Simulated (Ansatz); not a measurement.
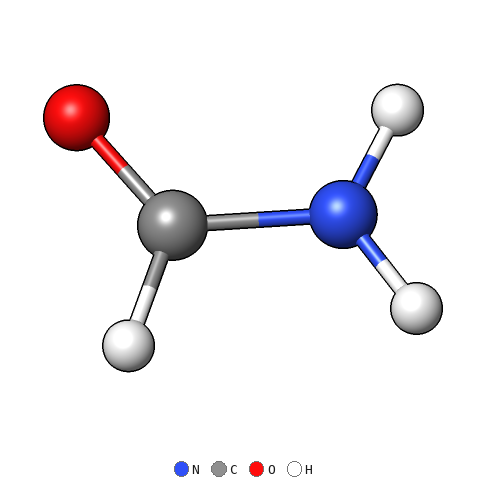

A ball-and-stick model of a molecule. Every bond is drawn as one stick, whatever its order.

**Count the atoms of each element.**

CH₃NO, 6 atoms: 1 carbon, 3 hydrogen, 1 nitrogen and 1 oxygen.

**How many atoms are distinct by symmetry?**

6: 1 N, 1 C, 1 O, 1 H, 1 H, 1 H.

**What is the point group of this geometry?**

Cs.

**How many bonds of each kind are drawn?**

2 N–H, 1 C–N, 1 C–O, 1 C–H. Sticks follow a distance rule.

More results for the same structure follow; atom numbers are the same in all pictures, views and colours differ. The geometry was computed by an optimisation with PBE0-D4/def2-TZVP. No frequency run is at hand to confirm it as a minimum.

## Geometry

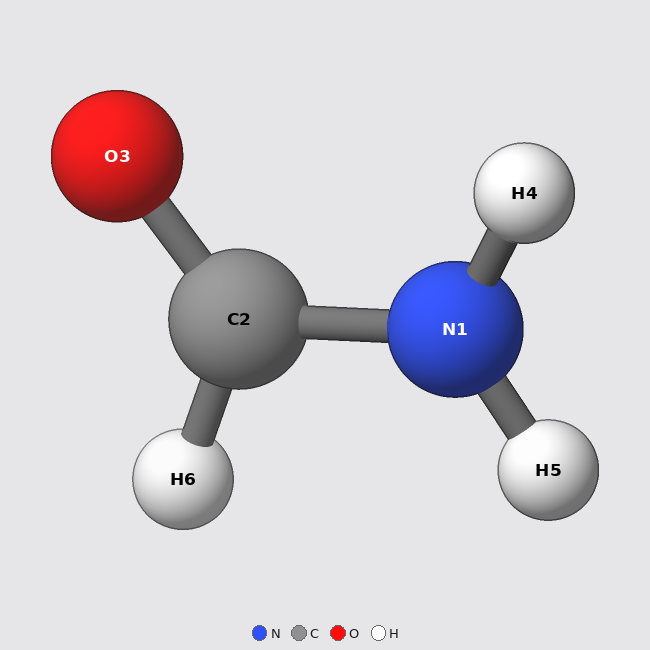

Atoms carry their numbers in the input. No frequency run is at hand to confirm it as a minimum.

**How are the neighbours of atom 1 arranged?**

N1 has 3 neighbours (C2 at 1.35, H4 at 1.01, H5 at 1.00 Å); the arrangement is trigonal planar.

**Describe the coordination of atom 2.**

C2 has 3 neighbours (N1 at 1.35, O3 at 1.21, H6 at 1.11 Å); the arrangement is trigonal planar.

## Dipole moment

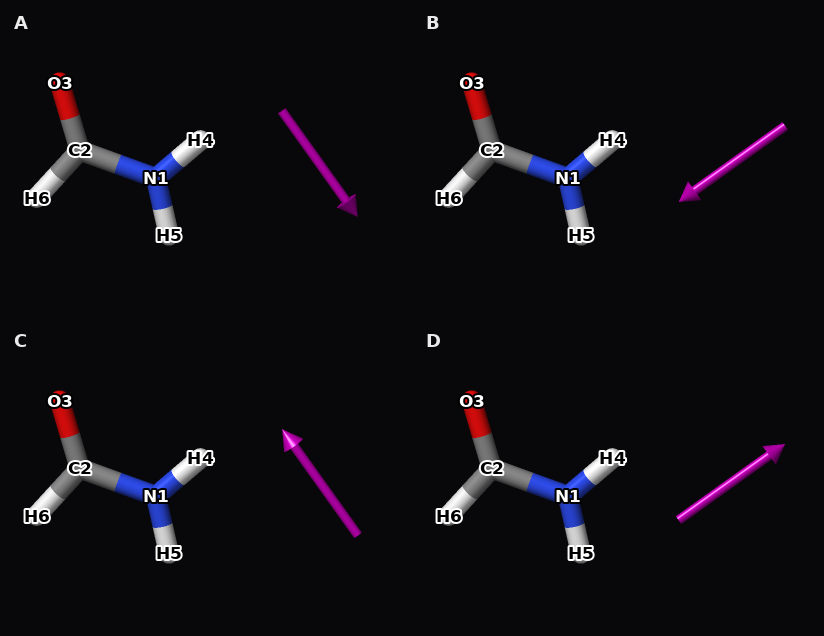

The same molecule four times, each with an arrow. No frequency run is at hand to confirm it as a minimum. Method: RKS PBE0-D4/def2-TZVP (Ansatz 0.2.0).

**Which arrow points along the dipole moment, from the negative to the positive end?**

A. The dipole moment is 3.97 D; it points from the side of O3 to the side of H5 (the outermost atoms at the two ends).

## Electronic properties

No frequency run is at hand to confirm it as a minimum. Level of theory: RKS PBE0-D4/def2-TZVPPD (Ansatz 0.2.0).

**What is the HOMO energy (Kohn–Sham orbital)?**

−7.66 eV.

**What is the LUMO energy (Kohn–Sham orbital)?**

0.13 eV.

## Charges

The questions are on Mulliken charges. No frequency run is at hand to confirm it as a minimum. Properties computed with RKS PBE0-D4/def2-TZVP (Ansatz 0.2.0).

**Which atom carries the highest charge (most positive or least negative)?**

H4, H5 (0.25 e).

**And the lowest?**

N1 (−0.41 e).

Give the Mulliken charges atom by atom.

```
atom  value (e)
  N1      −0.41
  C2       0.19
  O3      −0.34
  H4       0.25
  H5       0.25
  H6       0.06
```

Mulliken values depend strongly on the basis set and can even reverse the polarity of a bond.
